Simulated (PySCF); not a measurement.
GeH₂, SMILES `[GeH2]`.

Computed with PySCF, CAM-B3LYP/6-311G**, geometry: GFN2-xTB. No frequency check shows the geometry to be a minimum. GFN2-xTB bond lengths at metals and heavier atoms can be off by up to 0.1 Å and shapes distorted, which carries into these values. Without diffuse functions Rydberg states are missing, so the states' numbers hold for this basis only.

Geometry (Å), atoms numbered from 1:

```
Ge1      0.0689    0.0000    0.0000
H2      -1.1026   -1.1010    0.0000
H3      -1.1025    1.1011    0.0000
```

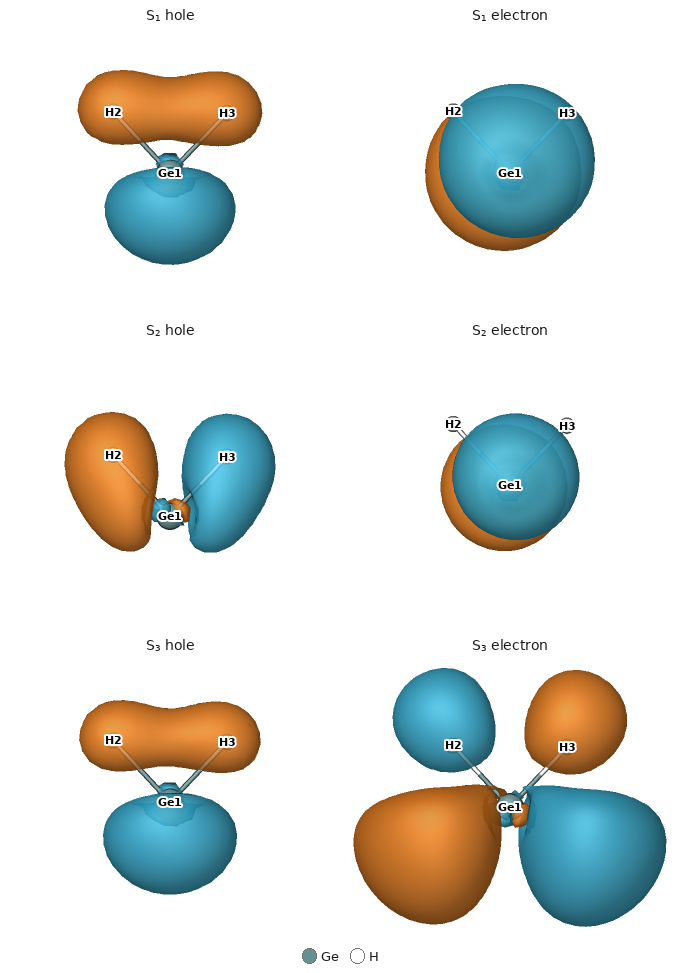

Leading natural transition orbitals (TDA singlet states).

Question: Give the energy and character of each state.

Answer: By state:
- S₁: 2.64 eV (470 nm), f = 0.021, partly diffuse acceptor orbital, which a basis without diffuse functions describes poorly; the leading pair carries 100 %; hole on Ge1 (70 %) and H2 and H3 (15 % each), electron on Ge1 (89 %) and H2 and H3 (6 % each) (atom shares of so diffuse an orbital are rough); their centroids lie 0.0 Å apart.
- S₂: 3.92 eV (316 nm), f = 0.000 (dark), partly diffuse acceptor orbital, which a basis without diffuse functions describes poorly; the leading pair carries 100 %; hole on Ge1 (47 %) and H2 and H3 (27 % each), electron on Ge1 (90 %) and H2 and H3 (5 % each) (atom shares of so diffuse an orbital are rough); their centroids lie 0.7 Å apart.
- S₃: 7.26 eV (171 nm), f = 0.235 (bright), partly diffuse acceptor orbital, which a basis without diffuse functions describes poorly; the leading pair carries 90 %; hole on Ge1 (71 %) and H2 and H3 (14 % each), electron on Ge1 (74 %) and H2 and H3 (13 % each) (atom shares of so diffuse an orbital are rough); their centroids lie 0.2 Å apart.
